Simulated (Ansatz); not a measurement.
The calculation's input:

```
crystal:
  periodic: [false, false, false]
  atoms:
    - { symbol: C, position_ang: [-0.0263, 1.7421, 2.2127] }
    - { symbol: C, position_ang: [0.3023, 0.7202, 1.7804] }
    - { symbol: O, position_ang: [0.7049, -0.4805, 1.2914] }
    - { symbol: Ge, position_ang: [-0.0004, -1.2252, -0.1298] }
    - { symbol: C, position_ang: [0.0793, -0.0562, -1.6769] }
    - { symbol: H, position_ang: [-0.4094, 2.737, 2.5677] }
    - { symbol: H, position_ang: [0.6338, -2.5866, -0.4495] }
    - { symbol: H, position_ang: [-1.5336, -1.4561, 0.188] }
    - { symbol: H, position_ang: [-0.4106, 0.935, -1.3852] }
    - { symbol: H, position_ang: [1.1513, 0.1273, -1.8622] }
    - { symbol: H, position_ang: [-0.426, -0.5141, -2.5159] }
basis:
  gaussian: { orbitals: def2-SVP }
hamiltonian:
  xc: b3lyp
  dispersion: d4
relax:
  f_tol: 0.02
  max_steps: 50
output:
  orbitals: {}
```

Launched as:

```sh
ansatz run input.yaml --threads 2 --pin off --max-ram 3072MiB --backend cpu --events-out ev --progress --plain --runs-dir out
```

The fields are those of the relaxed geometry.

The calculation used RKS B3LYP-D4/def2-SVP in Ansatz 0.2.0.

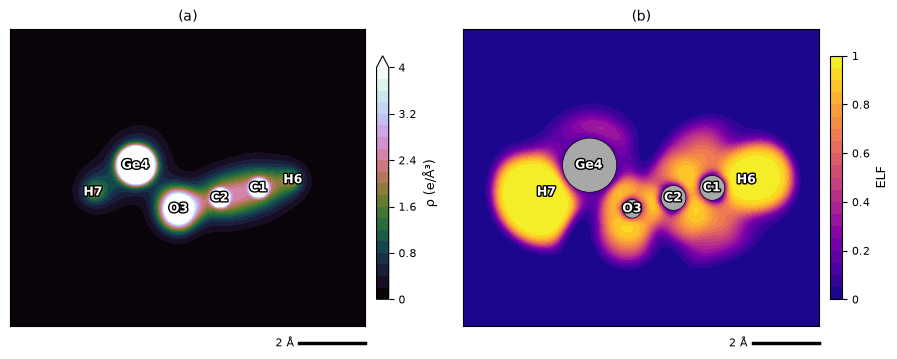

C₃H₆GeO. (a) total electron density; (b) electron localisation function on the plane of atoms C2, O3 and Ge4. Grey discs cover the atomic cores in the ELF map.

Question: Describe what can be read from this map.

Answer:
- The plane passes through C, O, Ge and H nuclei.
- C–C (1.21 Å): ρ at the midpoint is about 2.6 e/Å³; the ELF peaks at about 0.80 between the atoms (a short, multiple covalent bond).
- C–O (1.29 Å): ρ at the midpoint is about 2.6 e/Å³; the ELF peaks at about 0.90 between the atoms (a shared but strongly polarised pair).
- Ge–O (1.85 Å): ρ at the midpoint is about 0.79 e/Å³; the ELF peaks at about 0.85 in the valence shell of O, 0.6 Å from its nucleus, and is about 0.30 at the midpoint.
- C–H (1.07 Å): the density is about 2 e/Å³ at the midpoint; the ELF climbs to about 1 towards the hydrogen, as it does in any bond to H: an ordinary covalent bond to hydrogen.
- Ge–H (1.54 Å): ρ at the midpoint is about 1.1 e/Å³; the ELF climbs to about 1 towards the hydrogen.
- The ELF also peaks beside O3, away from the bonds: lone-pair regions.
